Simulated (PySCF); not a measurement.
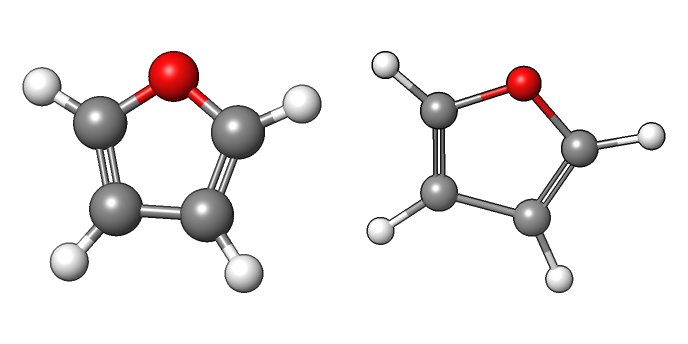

Two views of one molecule. Colours: carbon grey, oxygen red, hydrogen white.

The computed structure is the end point of a PBE0-D3(BJ)/def2-SVP optimisation. No frequency run is at hand to confirm it as a minimum.

Description:

Formula C4H4O. As SMILES it reads `c1ccoc1`. Independent rings (smallest set): 1 of 5 members, 1 of them aromatic. All atoms lie on one plane. Coordination: 4 C trigonal planar; 1 O bent.

The parts below concern this one geometry. Atoms keep their numbers from picture to picture.

Quadrupole coupling

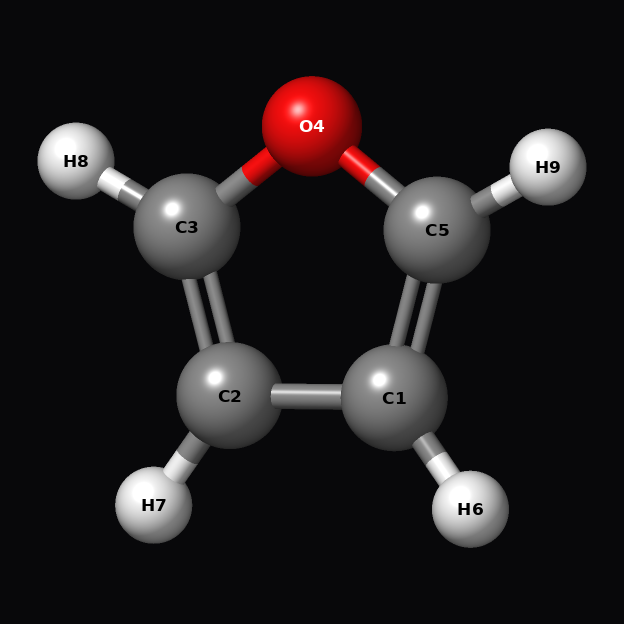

No frequency run is at hand to confirm it as a minimum. Electric field gradients from the ground-state density, PBE0/pcSseg-1 (PySCF 2.14.0), non-relativistic apart from any core potentials.

Give the largest field-gradient component, the quadrupole coupling constant and the asymmetry for 17O at O4 (Q = −25.6 mb).

```tsv
atom	V_zz (a.u.)	e²qQ/h (MHz)	η
O4	1.432	−8.62	0.03
```

Ring current

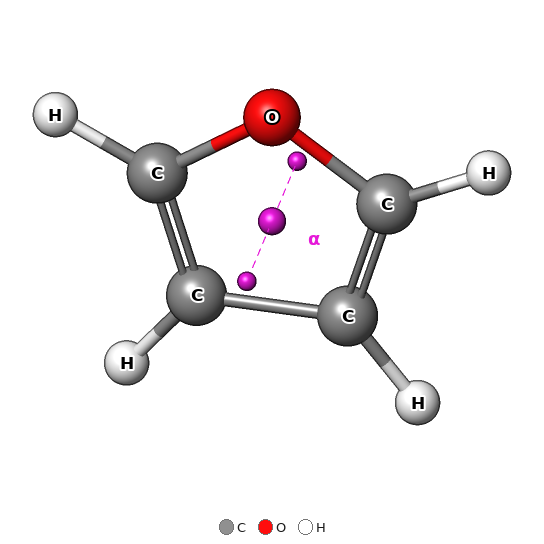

The small points mark where nucleus-independent chemical shifts (NICS) were computed: at the centre of each lettered ring and 1 Å above and below it. No frequency run is at hand to confirm it as a minimum. Properties computed with GIAO PBE0/pcSseg-1 NMR shielding, non-relativistic, gas phase (PySCF 2.14.0).

Give NICS(0), NICS(1) and the out-of-plane component NICS(1)zz for each ring (means of the two sides).

```tsv
ring	members	NICS(0)	NICS(1)	NICS(1)zz
α	C4O	−12.8	−10.8	−28.2
```

Values in ppm.

Question: What do the values say about the ring currents?

Answer: Ring α: diatropic, as in an aromatic ring. NICS is one index among several.

NMR shielding

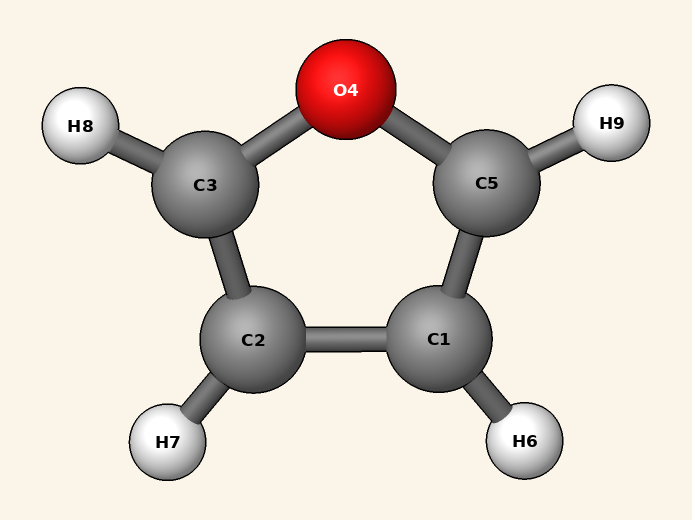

No frequency run is at hand to confirm it as a minimum. Method: GIAO PBE0/pcSseg-1 NMR shielding, non-relativistic, gas phase (PySCF 2.14.0). Principal shieldings σ11 ≤ σ22 ≤ σ33, span Ω = σ33 − σ11, skew κ = 3(σiso − σ22)/Ω.

Give the shielding tensors of the O atoms.

```
atom     σ11    σ22    σ33  σiso      Ω     κ
  O4  −121.0  −56.2  260.2  27.6  381.2  0.66
```

Shieldings and span in ppm.

Dipole moment

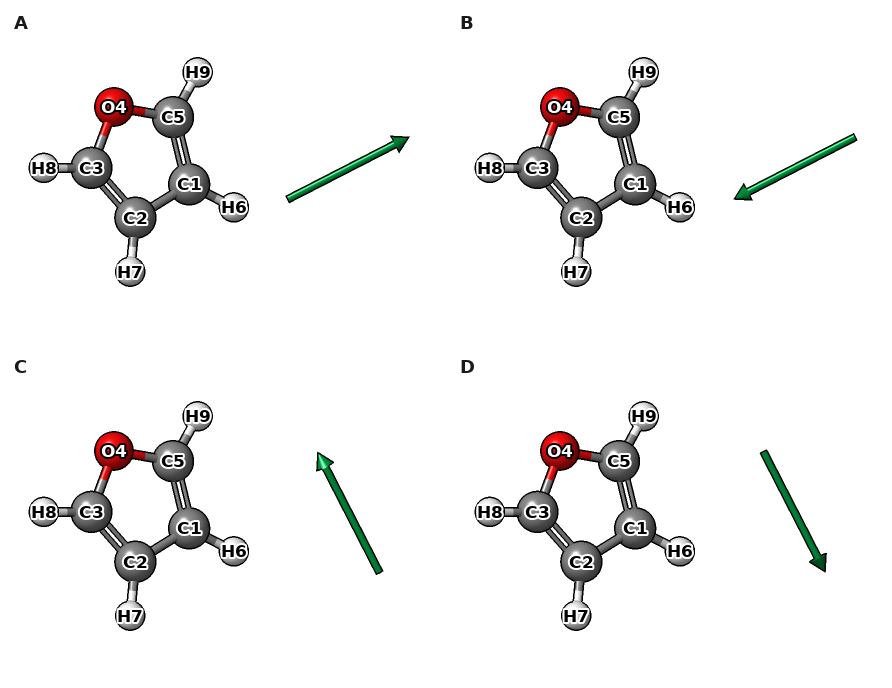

The same molecule four times, each with an arrow. No frequency run is at hand to confirm it as a minimum. Level of theory: B3LYP/pcJ-1, gas phase (PySCF 2.14.0).

Question: Which arrow points along the dipole moment, from the negative to the positive end?

Answer: D. The dipole moment is 0.59 D; it points from the side of O4 to the side of H6, H7 (the outermost atoms at the two ends).
